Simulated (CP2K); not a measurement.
# GFN1-xTB run of CH7BNP (SMILES CB(N)P)

What is the vertical singlet–triplet gap of CH7BNP at GFN1-xTB? 

The results are computed with CP2K 2026.2.

2 further runs of the same task are left out: 1 that didn't finish, 1 set aside as unsound or not needed.

### Step 1. Starting point

CH7BNP has 11 atoms, charge 0, and is taken as a singlet. SMILES: `CB(N)P`. The shape is that of a PBE0-D4/def2-TZVP optimisation. This is one conformer, not always the lowest.

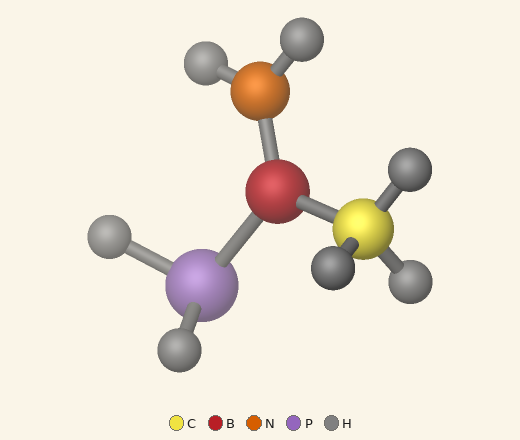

Viewed from a chosen angle; carbon yellow, boron red, nitrogen orange, phosphorus purple, hydrogen grey.

### Step 2. The energy at GFN1-xTB

qs.inp reads:

```
&GLOBAL
    PROJECT_NAME qs
    RUN_TYPE ENERGY
    PRINT_LEVEL MEDIUM
&END GLOBAL

&FORCE_EVAL
    METHOD QS
    &DFT
        &QS
            METHOD XTB
            EPS_DEFAULT 1.0E-10
            &XTB
                GFN_TYPE 1
                CHECK_ATOMIC_CHARGES F
            &END XTB
        &END QS
        &POISSON
            PERIODIC NONE
            POISSON_SOLVER ANALYTIC
        &END POISSON
        &SCF
            SCF_GUESS ATOMIC
            EPS_SCF 1.0E-06
            MAX_SCF 80
            ADDED_MOS 2
            &DIAGONALIZATION
                ALGORITHM STANDARD
            &END DIAGONALIZATION
            &MIXING
                METHOD BROYDEN_MIXING
                ALPHA 0.2
                NBUFFER 8
            &END MIXING
        &END SCF
        &PRINT
            &MOMENTS
                PERIODIC F
                REFERENCE COM
                MAX_MOMENT 1
            &END MOMENTS
            &MO ON
                ENERGIES T
                OCCUPATION_NUMBERS T
                NDIGITS 6
                &EACH
                    QS_SCF 0
                &END EACH
                ADD_LAST NUMERIC
            &END MO
            &HIRSHFELD OFF
            &END HIRSHFELD
        &END PRINT
    &END DFT
    &SUBSYS
        &CELL
            ABC 15.9 15.2 16.4
            PERIODIC NONE
        &END CELL
        &COORD
            C      6.804950     8.330950     8.078500
            B      7.901050     7.228550     8.318400
            N      8.325250     6.912450     9.607900
            P      8.569050     6.203450     6.817400
            H      5.994650     7.961550     7.442800
            H      6.361150     8.707650     9.004800
            H      7.238550     9.184950     7.547300
            H      9.032250     6.229150     9.817500
            H      7.941450     7.358550    10.424900
            H      9.905350     6.015050     7.257700
            H      8.871450     7.302650     5.975100
        &END COORD
    &END SUBSYS
&END FORCE_EVAL
```

The run is started by

```
$ OMP_NUM_THREADS=1 cp2k.psmp -i qs.inp > qs.out 2>&1
```

Standard output (excerpt; [...] marks lines left out):

```text
CP2K| version string:                                       CP2K version 2026.2
[...]
 GLOBAL| Method name                                                        CP2K
[...]
 GLOBAL| Run type                                                         ENERGY
[...]
                             - Atoms:                                         11
[...]
                             - Spherical basis functions:                     35
[...]
 Number of electrons:                                                         24
[...]
     1 NoMix/Diag. 0.20E+00    0.0     0.29911926       -13.1514998859 -1.32E+01
[...]
    44 Broy./Diag. 0.20E+00    0.0     0.00000049       -13.1751598393  6.34E-08
  *** SCF run converged in    44 steps ***
[...]
 TB_DIPOLE| Moment [Debye]          0.33940704      -0.08982234       1.36099155
 TB_DIPOLE| Derivative [a.u.]       0.00000000       0.00000000       0.00000000
[...]
 ENERGY| Total FORCE_EVAL ( QS ) energy [hartree]            -13.175159839270282
[...]
```

Wall time 2.1 s (1 thread of Intel Xeon at 2.50GHz (Skylake/Cascade Lake), shared host); peak memory 0.19 GiB.

### Step 3. The triplet at the same level

mol.inp reads:

```
&global
   project mol
   run_type ENERGY
   print_level MEDIUM
&end global

&force_eval
   method QUICKSTEP
   &dft
      multiplicity 3
      lsd T
      ! Quickstep
      &qs
         method XTB
         eps_default 1.0E-10
         &xtb
            gfn_type 1
            check_atomic_charges F
         &end xtb
      &end qs
      &poisson
         periodic NONE
         poisson_solver ANALYTIC
      &end poisson
      &scf
         scf_guess ATOMIC
         eps_scf 1.0E-06
         max_scf 80
         added_mos 2
         &diagonalization
            algorithm STANDARD
         &end diagonalization
         &mixing
            method BROYDEN_MIXING
            alpha 0.2
            nbuffer 8
         &end mixing
      &end scf
      &print
         &moments
            periodic F
            reference COM
            max_moment 1
         &end moments
         &mo ON
            energies T
            occupation_numbers T
            ndigits 6
            &each
               qs_scf 0
            &end each
            add_last NUMERIC
         &end mo
         &hirshfeld OFF
         &end hirshfeld
      &end print
   &end dft
   ! structure
   &subsys
      ! box in angstrom
      &cell
         abc 15.9 15.2 16.4
         periodic NONE
      &end cell
      &coord
         C      6.804950     8.330950     8.078500
         B      7.901050     7.228550     8.318400
         N      8.325250     6.912450     9.607900
         P      8.569050     6.203450     6.817400
         H      5.994650     7.961550     7.442800
         H      6.361150     8.707650     9.004800
         H      7.238550     9.184950     7.547300
         H      9.032250     6.229150     9.817500
         H      7.941450     7.358550    10.424900
         H      9.905350     6.015050     7.257700
         H      8.871450     7.302650     5.975100
      &end coord
   &end subsys
&end force_eval
```

The run is started by

```
$ OMP_NUM_THREADS=1 cp2k.psmp mol.inp > mol.out
```

Standard output (excerpt; [...] marks lines left out):

```text
CP2K| version string:                                       CP2K version 2026.2
[...]
 GLOBAL| Method name                                                        CP2K
[...]
 GLOBAL| Run type                                                         ENERGY
[...]
                             - Atoms:                                         11
[...]
                             - Spherical basis functions:                     35
[...]
 Number of electrons:                                                         13
[...]
     1 NoMix/Diag. 0.20E+00    0.0     0.49028496       -12.9334152779 -1.29E+01
[...]
    79 Broy./Diag. 0.20E+00    0.0     0.00000048       -12.9909997728 -1.71E-06
  *** SCF run converged in    79 steps ***
[...]
 TB_DIPOLE| Moment [Debye]          0.73723706      -0.67526132       0.15740694
 TB_DIPOLE| Derivative [a.u.]       0.00000000       0.00000000       0.00000000
[...]
 ENERGY| Total FORCE_EVAL ( QS ) energy [hartree]            -12.990999772837462
[...]
```

It took 2.5 s on 1 thread of Intel Xeon at 2.50GHz (Skylake/Cascade Lake), shared host; peak memory 0.19 GiB.

### Step 4. Summary of results

Level: GFN1-xTB.

```
                                          quantity         value
                             singlet: total energy  -13.17516 Eh
singlet: dipole moment (from atomic charges alone)        1.41 D
                              singlet: HOMO energy     -10.38 eV
                              singlet: LUMO energy      -5.75 eV
                            singlet: HOMO–LUMO gap       4.63 eV
                        singlet: dispersion energy  -9.24 kJ/mol
                             triplet: total energy  -12.99100 Eh
triplet: dipole moment (from atomic charges alone)        1.01 D
       triplet: HOMO energy (highest over α and β)      -5.47 eV
                        triplet: dispersion energy  -9.24 kJ/mol
  vertical energy of the triplet above the singlet      5.011 eV
```

What this shows: The method runs without spin polarisation, so open shells lack the exchange term that lowers high spin: such gaps come out too high and can have the wrong sign. At this shape the triplet lies 5.01 eV (484 kJ/mol) above the singlet. The dipole (singlet) comes from point charges on the atoms alone, without atomic dipoles, so it is partial. The dipole (triplet) comes from point charges on the atoms alone, without atomic dipoles, so it is partial.
